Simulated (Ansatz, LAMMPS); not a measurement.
**Localised basis functions on Li+ FSI- in vinylene carbonate and ethylene carbonate at 330 K (118 atoms)**

Wanted: errors and times of a linear-scaling basis for Li+ FSI- in vinylene carbonate and ethylene carbonate at 330 K (118 atoms). A setting counts as converged where the r.m.s. difference of forces stays under 1 % of the r.m.s. force.

Method: Kohn-Sham DFT, PBE+D3(BJ), PAW (set soft_2), plane waves, in Ansatz 0.2.0.

## Step 1: The structure

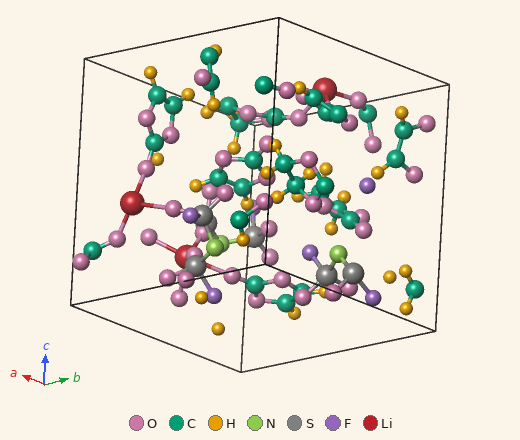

The cell as given, from a free direction (oxygen pink, carbon teal, hydrogen orange, nitrogen green, sulfur grey, fluorine purple, lithium red). Bonds to atoms that aren't drawn are left out. Some periodic images of atoms are drawn too.

The cell holds 118 atoms: 42 O, 30 C, 28 H, 3 N, 6 S, 6 F and 3 Li. Its edges and angles: a = 11.602 Å, b = 11.602 Å, c = 11.602 Å, α = 90.0°, β = 90.0°, γ = 90.0°. 6 vinylene carbonate, 4 ethylene carbonate, 3 Li+, 3 FSI- placed at random, at 1.52 g/cm³; overlaps pushed apart, then 10 ps at 550 K with Joung-Cheatham ions (J. Phys. Chem. B 112, 9020 (2008)); MMFF94 bonds, angles, torsions, charges and radii (Halgren, J. Comput. Chem. 17, 490 (1996)) in harmonic and 12-6 forms; charges of ions scaled by 0.8. Snapshot after 30 ps at 330 K and fixed volume.

What the set-up can't give: The network of contacts between molecules at the start is that of the classical potential that made the cell, and needn't be the one that DFT or experiment would give. The density was typed from a rule of thumb and may lie off the real one at this temperature. Sampling is at Γ alone, for a cell whose shortest periodic width is 12 Å.

## Step 2: How the cell was made

A classical potential makes the cell, at a small fraction of what the same run would cost in DFT.

This step: classical MD, Joung-Cheatham ions (J. Phys. Chem. B 112, 9020 (2008)); MMFF94 bonds, angles, torsions, charges and radii (Halgren, J. Comput. Chem. 17, 490 (1996)) in harmonic and 12-6 forms; charges of ions scaled by 0.8 (LAMMPS 22 Jul 2025 - Update 4).

in.lmp reads:

```
# Li+ FSI- in vinylene carbonate and ethylene carbonate
units real
atom_style full
boundary p p p
bond_style harmonic
angle_style harmonic
dihedral_style opls
improper_style harmonic
special_bonds lj 0 0 0.5 coul 0 0 0.75
read_data data.lmp
neigh_modify delay 0 every 1 check yes one 4000
comm_modify cutoff 12.0
timestep 0.5
thermo_style custom step time temp pe press density
thermo_modify norm yes
# push overlapping molecules apart
pair_style soft 2.6
pair_coeff * * 0.0
variable a equal ramp(1,60)
fix ad all adapt 1 pair soft a * * v_a
velocity all create 550 320084 mom yes dist gaussian
fix lim all nve/limit 0.03
fix lan all langevin 550 550 50 320085 zero yes
thermo 1000
run 3000 post no
unfix ad
pair_style lj/cut/coul/long 9.0
pair_modify mix arithmetic tail yes
pair_coeff 1 1 0.0763 2.9870   # O
pair_coeff 2 2 0.0678 3.4070   # C
pair_coeff 3 3 0.0763 3.0430   # O
pair_coeff 4 4 0.0678 3.3680   # C
pair_coeff 5 5 0.0216 2.5400   # H
pair_coeff 6 6 0.0721 3.5530   # N
# [... 23 lines left out ...]
compute msd all msd com yes
thermo 7500
fix md all nvt temp 330 330 100
run 30000 post no
print "== T330: mean square displacement over the hold $(c_msd[4]:%.2f) A^2"
unfix md
uncompute msd
write_dump all custom T330.dump id type xs ys zs modify sort id
```

The run is started by

```bash
$ lmp -in in.lmp -log none -nocite
```

Numbers of over 12 decimals in the logs are rounded to 6 here.

The program printed:

```text
LAMMPS (22 Jul 2025 - Update 4)
Reading data file ...
  orthogonal box = (0 0 0) to (11.60247 11.60247 11.60247)
  118 atoms
  orthogonal box = (0 0 0) to (11.60247 11.60247 11.60247)
  112 bonds
  173 angles
  166 dihedrals
  22 impropers
   Step          Time           Temp          PotEng         Press         Density
         0   0              550            0.86556373     243.03556      1.5200002
      1000   500            520.35839      2.0821731      17086.037      1.5200002
      2000   1000           535.89296      2.0992954      10618.124      1.5200002
      3000   1500           569.50634      2.0855687      23362.562      1.5200002
Loop time of 0.211782 s on 1 MPI rank(s) for 3000 steps with 118 atoms
PPPM initialization ...
  G vector (1/distance) = 0.30995545
  grid = 8 8 8
  estimated relative force accuracy = 2.1395134e-05
   Step          Time           Temp          PotEng         Press         Density
[... 14 lines left out ...]
      2000   1000           539.83814     -2.6208934     -1984.096       1.5200002
Loop time of 0.669078 s on 1 MPI rank(s) for 2000 steps with 118 atoms
   Step          Time           Temp          PotEng         Press         Density
      2000   1000           539.83814     -2.6208934     -1984.096       1.5200002
[... 5 lines left out ...]
Loop time of 3.4607 s on 1 MPI rank(s) for 10000 steps with 118 atoms
   Step          Time           Temp          PotEng         Press         Density
[... 4 lines left out ...]
Loop time of 1.71413 s on 1 MPI rank(s) for 5000 steps with 118 atoms
   Step          Time           Temp          PotEng         Press         Density
[... 2 lines left out ...]
     30000   29000          364.79283     -3.6084031      7294.0937      1.5200002
     37500   36500          308.42675     -3.6198352      1415.898       1.5200002
     45000   44000          314.81625     -3.7557918      4213.2584      1.5200002
     47000   46000          333.94463     -3.6428181      5985.1051      1.5200002
Loop time of 10.2284 s on 1 MPI rank(s) for 30000 steps with 118 atoms
== T330: mean square displacement over the hold 12.70 A^2
```

Run time: 17 s. Hardware: 1 thread of Arm Neoverse V2, shared host; peak memory 0.12 GiB.

The input also reads data.lmp (atoms, bonds and types; not printed here).

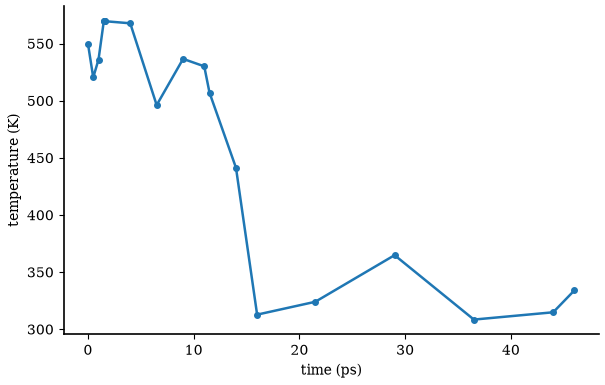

Temperature, plotted against time.

## Step 3: Plane-wave single point

The first run uses the default basis; a harder plane-wave run follows as the reference for the support functions.

input.yaml reads:

```yaml
crystal:
  lattice:
    - [11.60247, 0.0, 0.0]
    - [0.0, 11.60247, 0.0]
    - [0.0, 0.0, 11.60247]
  atoms:
    - { symbol: O, position: [0.27094, 0.47291, 0.87919] }
    - { symbol: C, position: [0.29818, 0.37197, 0.89269] }
    - { symbol: O, position: [0.41188, 0.33401, 0.88134] }
    - { symbol: C, position: [0.40572, 0.22471, 0.93216] }
    - { symbol: C, position: [0.28997, 0.1815, 0.90119] }
    - { symbol: O, position: [0.22581, 0.2803, 0.91937] }
    - { symbol: H, position: [0.47487, 0.17831, 0.89542] }
    - { symbol: H, position: [0.41181, 0.24214, 0.02404] }
    - { symbol: H, position: [0.28258, 0.15485, 0.80654] }
    - { symbol: H, position: [0.25723, 0.11791, 0.96049] }
    - { symbol: O, position: [0.8497, 0.08638, 0.29551] }
    - { symbol: C, position: [0.89834, 0.0062, 0.24813] }
    - { symbol: O, position: [0.98552, 0.0284, 0.17559] }
    - { symbol: C, position: [0.05146, 0.92744, 0.16817] }
    - { symbol: C, position: [0.97757, 0.83331, 0.21369] }
    - { symbol: O, position: [0.91332, 0.89987, 0.29398] }
    - { symbol: H, position: [0.08719, 0.92011, 0.08152] }
    - { symbol: H, position: [0.12952, 0.94414, 0.21819] }
    - { symbol: H, position: [0.91371, 0.80069, 0.15491] }
    - { symbol: H, position: [0.01686, 0.76214, 0.25481] }
    - { symbol: O, position: [0.16072, 0.74209, 0.40898] }
    - { symbol: C, position: [0.14647, 0.65763, 0.46751] }
    - { symbol: O, position: [0.23733, 0.59789, 0.51028] }
    - { symbol: C, position: [0.18529, 0.52869, 0.59054] }
    - { symbol: C, position: [0.06489, 0.51531, 0.55744] }
    - { symbol: O, position: [0.04748, 0.62392, 0.51076] }
    - { symbol: H, position: [0.21999, 0.44532, 0.58115] }
    - { symbol: H, position: [0.20407, 0.56772, 0.67429] }
    - { symbol: H, position: [0.0284, 0.45442, 0.49914] }
    - { symbol: H, position: [0.00704, 0.49232, 0.62658] }
    - { symbol: O, position: [0.62307, 0.04636, 0.37096] }
    - { symbol: C, position: [0.63512, 0.95776, 0.42344] }
    - { symbol: O, position: [0.70622, 0.93208, 0.5154] }
    - { symbol: C, position: [0.71292, 0.81083, 0.5163] }
    - { symbol: C, position: [0.60088, 0.77519, 0.46609] }
    - { symbol: O, position: [0.58657, 0.8596, 0.38117] }
    - { symbol: H, position: [0.78225, 0.7856, 0.46552] }
    - { symbol: H, position: [0.72085, 0.76402, 0.59657] }
    - { symbol: H, position: [0.60644, 0.68674, 0.43088] }
    - { symbol: H, position: [0.54119, 0.79067, 0.52827] }
    - { symbol: "N", position: [0.71902, 0.47956, 0.2303] }
    - { symbol: S, position: [0.68719, 0.35563, 0.18517] }
    - { symbol: O, position: [0.61806, 0.28318, 0.25914] }
    - { symbol: O, position: [0.77547, 0.29269, 0.12342] }
    - { symbol: F, position: [0.59715, 0.3782, 0.08473] }
    - { symbol: S, position: [0.78587, 0.46433, 0.34439] }
    - { symbol: O, position: [0.82837, 0.35182, 0.38035] }
    - { symbol: O, position: [0.74906, 0.54326, 0.43277] }
    - { symbol: F, position: [0.90706, 0.51391, 0.30377] }
    - { symbol: "N", position: [0.22152, 0.05742, 0.45146] }
    - { symbol: S, position: [0.13466, 0.15051, 0.48768] }
    - { symbol: O, position: [0.02487, 0.14005, 0.43652] }
    - { symbol: O, position: [0.18215, 0.26859, 0.48817] }
    - { symbol: F, position: [0.11096, 0.11425, 0.61805] }
    - { symbol: S, position: [0.34346, 0.08704, 0.49645] }
    - { symbol: O, position: [0.36047, 0.11453, 0.6173] }
    - { symbol: O, position: [0.42506, 0.14916, 0.42424] }
    - { symbol: F, position: [0.39724, 0.96311, 0.48835] }
    - { symbol: "N", position: [0.40209, 0.83682, 0.23128] }
    - { symbol: S, position: [0.41488, 0.93123, 0.13286] }
    - { symbol: O, position: [0.48658, 0.89735, 0.04018] }
    - { symbol: O, position: [0.43126, 0.04855, 0.17477] }
    - { symbol: F, position: [0.29825, 0.93618, 0.06474] }
    - { symbol: S, position: [0.3414, 0.72716, 0.1783] }
    - { symbol: O, position: [0.39558, 0.65907, 0.08724] }
    - { symbol: O, position: [0.21573, 0.73439, 0.16151] }
    - { symbol: F, position: [0.34786, 0.63978, 0.28458] }
    - { symbol: O, position: [0.86712, 0.94283, 0.75021] }
    - { symbol: C, position: [0.96777, 0.91252, 0.74945] }
    - { symbol: O, position: [0.02028, 0.86274, 0.65227] }
    - { symbol: C, position: [0.13474, 0.86528, 0.68443] }
    - { symbol: C, position: [0.14816, 0.91085, 0.78923] }
    - { symbol: O, position: [0.04412, 0.93499, 0.84047] }
    - { symbol: H, position: [0.19835, 0.83231, 0.61678] }
    - { symbol: H, position: [0.21874, 0.95838, 0.8334] }
    - { symbol: O, position: [0.14032, 0.65749, 0.95544] }
    - { symbol: C, position: [0.04284, 0.62311, 0.93362] }
    - { symbol: O, position: [0.99716, 0.61757, 0.82152] }
    [... 34 atom lines left out ...]
    - { symbol: O, position: [0.19378, 0.23521, 0.20207] }
    - { symbol: H, position: [0.09492, 0.50154, 0.21757] }
    - { symbol: H, position: [0.02027, 0.27953, 0.18799] }
    - { symbol: Li, position: [0.86271, 0.16706, 0.42383] }
    - { symbol: Li, position: [0.52364, 0.15979, 0.29871] }
    - { symbol: Li, position: [0.28994, 0.61634, 0.96348] }
kpoints:
  mp_grid: { grid: [1, 1, 1] }
hamiltonian:
  xc: pbe
  dispersion: d3bj
scf:
  occupations: { method: fermi_dirac, width: 0.05 }
output:
  forces: true
  stress: true
  populations: true
  dos:
    method: { smearing: { sigma: 0.08 } }
    de: 0.1
    projected: { site_lists: { C: [C], F: [F], H: [H], Li: [Li], "N": ["N"] } }
  eigenvalues: true
  write_density: true
  write_potential: true
  volumetric_format: npy
```

The run is started by

```bash
$ ansatz run input.yaml --threads 8 --pin off --max-ram 15872MiB --backend cpu --events-out ev --progress --plain --runs-dir out
```

The program printed:

```text
Engine: ansatz 0.2.0, aarch64-unknown-linux-gnu
Pseudopotentials: kind: paw
Pseudopotential: O, paw, valence charge 6, recommended cutoff 420 eV (normal), O.paw.azcp
Pseudopotential: C, paw, valence charge 4, recommended cutoff 420 eV (normal), C.paw.azcp
Pseudopotential: H, paw, valence charge 1, recommended cutoff 420 eV (normal), H.paw.azcp
Pseudopotential: N, paw, valence charge 5, recommended cutoff 420 eV (normal), N.paw.azcp
Pseudopotential: S, paw, valence charge 6, recommended cutoff 420 eV (normal), S.paw.azcp
Pseudopotential: F, paw, valence charge 7, recommended cutoff 420 eV (normal), F.paw.azcp
Pseudopotential: Li, paw, valence charge 3, recommended cutoff 420 eV (normal), Li.paw.azcp
[... 5 lines on functional and potentials left out ...]
Crystal: 118 atoms, lattice volume = 1561.893 Å³
Basis set: ecut = 420 eV, 30551 PW (Γ), exchange–correlation on 160×160×160 points (8 copies of the dense FFT grid, shifted against one another)
Bands: 369, of which v1, the nominal top of the filled ones, is band 251 counted from 1 (250 counted from 0)
Symmetry: 1 space group operations
Space group: P1 (ITA 1), of the structure as read, at distance tolerance 1.2e-4 Å
k-points: 1
[... 15 lines on functional and potentials left out ...]
Initial density: superposition of atomic densities (neutral atoms: chi_scale 0, normalization atom), corrected by the library's trained network
Initial wavefunctions: pseudopotential atomic-orbital guess
Functional: x = pbe(κ = 0.804, μ = 0.219515), c = pbe(β = 0.066725)
SCF iter   1: F=—  HF=-43803.382743 eV  |F-HF|=—  |Δ(HF+E_count)|=         —  Δρ=7.23e-3  dr2=1.26e0  ethr=1.77e-3  ⟨swp⟩=6.0  Hψ=1746  notcnv=0  defer=30
preconditioner: auto → Resta (q_TF=auto, 2.258 Å⁻¹)  ε∞=2.6  [insulator: Δε(μ)=4.157 eV  Ē_g=16.458 eV  σ=0.050 eV  W_gap=1.00  n_scr=304 (ndim 8)  ℏωp=20.7 eV  f_vac=0.299  D(μ)=0.00/eV (n_scr^D=0)  ε∞_Penn≈2.6]
SCF iter   2: F=—  HF=-43803.040607 eV  |F-HF|=—  |Δ(HF+E_count)|=   3.42e-1  Δρ=4.11e-3  dr2=3.13e-1  ethr=2.52e-4  ⟨swp⟩=2.0  Hψ=609  notcnv=0  defer=112
SCF iter   3: F=—  HF=-43802.984053 eV  |F-HF|=—  |Δ(HF+E_count)|=   5.66e-2  Δρ=1.94e-3  dr2=1.14e-1  ethr=6.23e-5  ⟨swp⟩=3.0  Hψ=484  notcnv=0  defer=112
SCF iter   4: F=—  HF=-43802.948662 eV  |F-HF|=—  |Δ(HF+E_count)|=   3.54e-2  Δρ=7.86e-4  dr2=1.42e-2  ethr=2.27e-5  ⟨swp⟩=2.0  Hψ=631  notcnv=0  defer=113
SCF iter   5: F=—  HF=-43802.945030 eV  |F-HF|=—  |Δ(HF+E_count)|=   3.63e-3  Δρ=5.23e-4  dr2=3.97e-3  ethr=2.83e-6  ⟨swp⟩=2.0  Hψ=474  notcnv=0  defer=113
SCF iter   6: F=—  HF=-43802.944210 eV  |F-HF|=—  |Δ(HF+E_count)|=   8.20e-4  Δρ=1.57e-4  dr2=3.60e-4  ethr=7.91e-7  ⟨swp⟩=2.0  Hψ=497  notcnv=0  defer=113
SCF iter   7: F=—  HF=-43802.944264 eV  |F-HF|=—  |Δ(HF+E_count)|=   5.39e-5  Δρ=7.90e-5  dr2=9.05e-5  ethr=7.16e-8  ⟨swp⟩=2.0  Hψ=480  notcnv=0  defer=113
SCF iter   8: F=—  HF=-43802.944225 eV  |F-HF|=—  |Δ(HF+E_count)|=   3.84e-5  Δρ=2.51e-5  dr2=9.79e-6  ethr=1.80e-8  ⟨swp⟩=2.0  Hψ=506  notcnv=0  defer=113
SCF iter   9: F=—  HF=-43802.944226 eV  |F-HF|=—  |Δ(HF+E_count)|=   3.81e-7  Δρ=9.50e-6  dr2=1.51e-6  ethr=1.95e-9  ⟨swp⟩=2.0  Hψ=495  notcnv=0  defer=113
SCF iter  10: F=—  HF=-43802.944226 eV  |F-HF|=—  |Δ(HF+E_count)|=   4.86e-8  Δρ=5.64e-6  dr2=4.74e-7  ethr=3.01e-10  ⟨swp⟩=2.0  Hψ=495  notcnv=0  defer=113
SCF iter  11: F=-43802.944226 eV  HF=-43802.944226 eV  |F-HF|=2.13e-8  |Δ(HF+E_count)|=   7.75e-8  Δρ=1.59e-6  dr2=4.31e-8  ethr=1.99e-11  ⟨swp⟩=17.0  Hψ=3397  notcnv=0
SCF 1 converged in 11 iterations: F = -43802.944226 eV  dr2 = 4.31e-8
  greatest PAW one-centre occupation: 1.000 electrons in one spin orbital (limit 2), on the Li atom at site 115 (counted from 0), in its partial waves of l = 0
WARN: The input density's exchange-correlation potential varies sharply where the density is thin. Do not read a vacuum level from v_tot or v_xc, or from such a field of the output density. On a cell that repeats whose density bears no net charge and no dipole along the vacuum's axis use v_es (v_loc + v_h of the components); [...]
SCF converged after 11 iterations
Free energy (F): -43802.944226 eV
Harris-Foulkes:  -43802.944226 eV  (|F-HF|=2.13e-8)
Internal energy: -43802.944226 eV  (E = F + TS)
E sigma→0 (E₀):  -43802.944226 eV
Fermi energy:    2.168052 eV
--- Per-component energies (eV) ---
  E_band       = -4638.425081
  E_kinetic    = 12896.389113
  E_local      = -47607.149884  (includes V_loc(G=0)·N_el)
  E_nonlocal   = 3526.734502
  E_hartree    = 18122.574978
  E_xc         = -6038.698359
  E_vxc        = -7436.238107  (∫ρ·V_xc dr)
  E_paw        = -14897.932488  (= ΣΔE_a)
  E_vpaw       = -2263.381111  (= ΣTr[D̂ρ^β])
  E_aug_tail   = 0.077736  (compensation charges beyond the density's cutoff)
  E_ewald      = -9797.699384
  E_disp       = -7.240441  (pairwise vdW)
  E_smearing   = -0.000000  (= −TS)
  E_closure    = 0.000000  (closes the sum)
  Σ components = -43802.944226   (vs F -43802.944226, Δ=0.00e0)
--- Forces (eV/Å), atoms counted from 1 ---
  atom   1  O     -0.14997737    -1.60836953     0.41774823
  atom   2  C      0.60167397     0.85768962    -0.53825925
  atom   3  O     -2.44652505     1.88081340    -0.45588857
  atom   4  C      0.94129111    -0.86008534     0.66837402
  atom   5  C      0.27953076    -1.83297635    -1.36347040
  atom   6  O     -0.65299955     3.55443236    -0.46693857
  atom   7  H      1.01014052    -1.14026977    -0.06790606
  atom   8  H      0.34018978    -0.69913622     0.55149175
  atom   9  H      0.13421786     0.11615783     1.14147178
  atom  10  H     -0.03412957    -0.64640118     0.16928829
  atom  11  O     -1.22605810    -1.05909431    -1.07982157
  atom  12  C      2.45772623     1.38724879     2.54791263
  atom  13  O     -1.44344016     0.50753482    -1.16409517
  atom  14  C      2.72415426    -0.42789808    -1.26913763
[...]
atom 117  Li    -0.37027552    -0.26103158    -0.37241090
  atom 118  Li     0.65632076     0.25173836    -0.28967672
  max |Σ_I F_I| component: 1.27e-4 eV/Å
--- Stress (GPa, compression-positive) ---
        3.852669      -0.943046      -0.848985
       -0.943045       2.239774      -0.522054
       -0.848985      -0.522054       2.038470
  P = ⅓ Tr σ = 2.7103 GPa (27.103 kbar)
--- Band table (eV) ---
  k-point 0: bands = ["-43.3277", "-43.0848", "-42.7622", "-25.9216", [... 353 levels ...], "10.3961", "10.4204", "10.5075", "10.5273", "10.6175", "10.6487", "10.6917", "10.7224", "10.7707", "10.8123", "10.8845", "10.9567"]
--- Löwdin populations: 118 sites ---
  site symbol       q [e]
     0      O      6.4103
     1      C      3.2956
     2      O      6.2668
[...]
117     Li      2.2386
  spilling = 0.015435 (of n_electrons = 502.000000)
```

Run time: 12 s. Hardware: 8 threads of Arm Neoverse V2, shared host; peak memory 2 GiB.

The column dr2 measures how far the density is from self-consistency, as an energy; F and HF (Harris–Foulkes) agree once it is small.

The program notes that the exchange-correlation potential is rough where the density is thin.

The run gave:

```
free energy                                      : -43802.9442 eV
free energy per atom                             : -371.2114 eV/atom
SCF cycles                                       : 11
pressure                                         : 2.71 GPa
r.m.s. force component                           : 1.327 eV/Å
longest force                                    : 5.766 eV/Å
Fermi energy                                     : 2.168 eV
gap (highest filled to lowest empty level) : 3.593 eV
spilling of the projection                       : 0.01544
```

The r.m.s. force component of 1.3 eV/Å sets the scale for the differences below.

[end of part 1 of 4]

[Logs are printed without paths, hosts, clocks, repeated set-up lines and the standing remarks that a program may print on its own settings, such as how far it seeks lower states.]

[Hosts, paths, dates, database ids (printed as entryN), source tags and the programs' standing remarks are cut or masked in the printed files.]

[The MMFF94 radii named for the starting cell were scaled by 0.96; in molecules described by MMFF94, hydrogen bound to N, O or S took a small fixed 12-6 site in their place.]
